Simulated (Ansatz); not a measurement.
System: CsH (rocksalt (001) film, 3 layers).

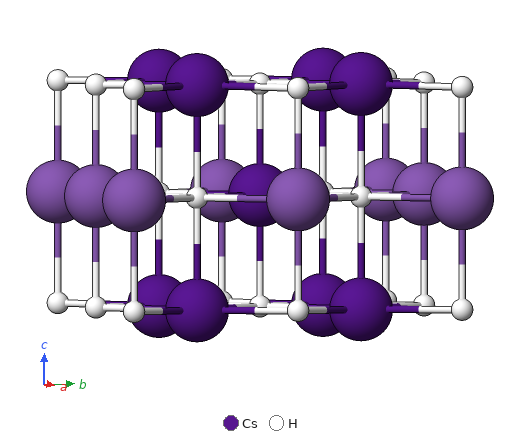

The structure (caesium purple, hydrogen white). Some periodic images of atoms are drawn too.

The cell holds 6 atoms: 3 Cs and 3 H. Cell: a = 4.509 Å, b = 4.509 Å, c = 35.300 Å, α = 90.0°, β = 90.0°, γ = 90.0°. It derives from CsH. Vacuum lies along c.

```xyz
6
Lattice="4.5085 0.0000 0.0000 0.0000 4.5085 0.0000 0.0000 0.0000 35.3000" Properties=species:S:1:pos:R:3
Cs    0.0000    0.0000   14.6325
H     2.2543    2.2543   14.6700
Cs    2.2543    2.2543   17.6500
H     0.0000    0.0000   17.6500
Cs    0.0000    0.0000   20.6675
H     2.2543    2.2543   20.6300
```

The structure was relaxed with LDA (ions only). The runs that relaxed it are not among those shown. Spin-orbit coupling is left out unless a run names it.

Gaps computed with Ansatz 0.2.0 without a self-energy: LDA 2.13 eV and HSE06 3.20 eV.

**Question.** Estimate the G0W0@LDA gap with 4×4×1 mesh, 853 empty bands, screening to 65 eV, PAW set soft_1 files.

About 4.49 eV: on its mesh the run moves the gap from 2.13 eV by +2.35 eV. A band edge moves to another state on the way. Among the scalar-relativistic levels given, HSE06 is nearest (−1.29 eV). Bands and cutoff are finite, so the gap is not at the basis limit. The miss can reach some tenths of an eV and take either sign; the mesh is an error of its own. In a film the band edges may be surface states, so its gap need not approach the bulk's. At these cutoffs the gaps of films stand short of the band limit, often by tenths of an eV, while the trend with thickness is less touched. The mesh in the plane is coarse for a sheet; gap and any exciton binding can still move on denser ones. The many-body steps are scalar-relativistic: spin-orbit coupling is not in them.

[Paths, hosts, dates, memory and timing lines, banners, echoed tables and standing remarks are left out of the program output.]

[Logs are printed without paths, hosts, clocks, repeated set-up lines and the standing remarks that a program may print on its own settings, such as how far it seeks lower states.]

[Runs of the session that timed out or met a known fault of the program may be left out.]

[Cells called generated may have been cut or substituted from an entry of the Crystallography Open Database or the Materials Project.]

[Hosts, paths, dates, database ids (printed as entryN), source tags and the programs' standing remarks are cut or masked in the printed files.]
